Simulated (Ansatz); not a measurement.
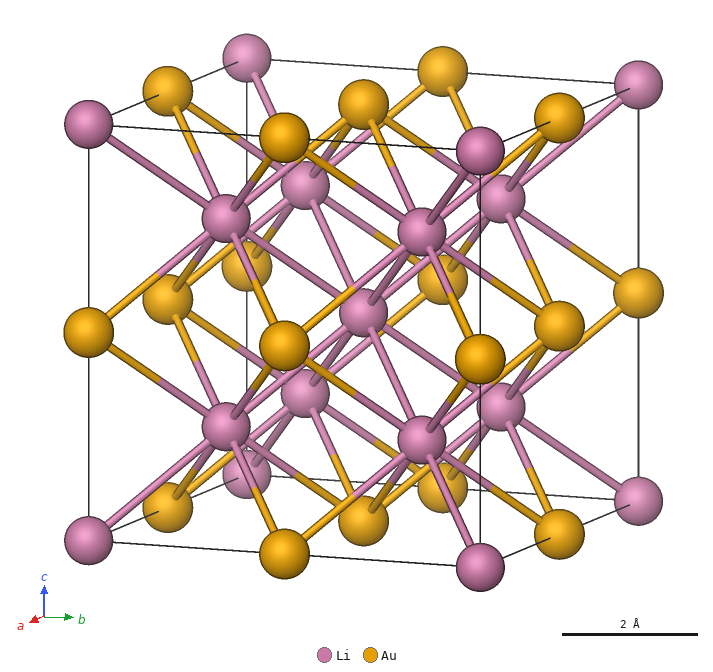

Shown here is a ball-and-stick view of the crystal, taken slightly off an axis. The frame is the conventional unit cell; atoms at its boundary are shown with their periodic copies.

Li5Au3, space group Im-3m (No. 229), a = 6.266 Å, b = 6.266 Å, c = 6.266 Å, α = 90.00°, β = 90.00°, γ = 90.00°. Origin of the cell: a structure type filled with these elements by a generator (whether the compound takes this form wasn't checked). Earlier steps of the study may have refined or changed the cell and positions. It went into a calculation with Ansatz.

This one geometry was computed with Ansatz (DFT, plane waves, PAW) at four levels of theory: PBE, PBE with spin-orbit coupling, r2SCAN and LDA.

**Which level gives the highest pressure at this volume, and what does that say about its equilibrium volume?**

Highest: PBE (0.0 GPa), which points to the largest equilibrium volume. Lowest, with the smallest volume: LDA (-5.0 GPa). Levels within 0.5 GPa of each other can't be told apart.

**How does the band gap change with the level of theory?**

All levels give a metal.

**Collect the results in a table.**

| level | cutoff (eV) | k-mesh of the run's cell | gap (eV) | pressure (GPa) |
| --- | --- | --- | --- | --- |
| PBE | 420 | 8×8×8 | metal | 0.0 |
| PBE with spin-orbit coupling | 420 | 8×8×8 | metal | -0.7 |
| r2SCAN | 500 | 8×8×8 | metal | -1.2 |
| LDA | 420 | 8×8×8 | metal | -5.0 |

Gaps are taken on the k-mesh or band path of each run.
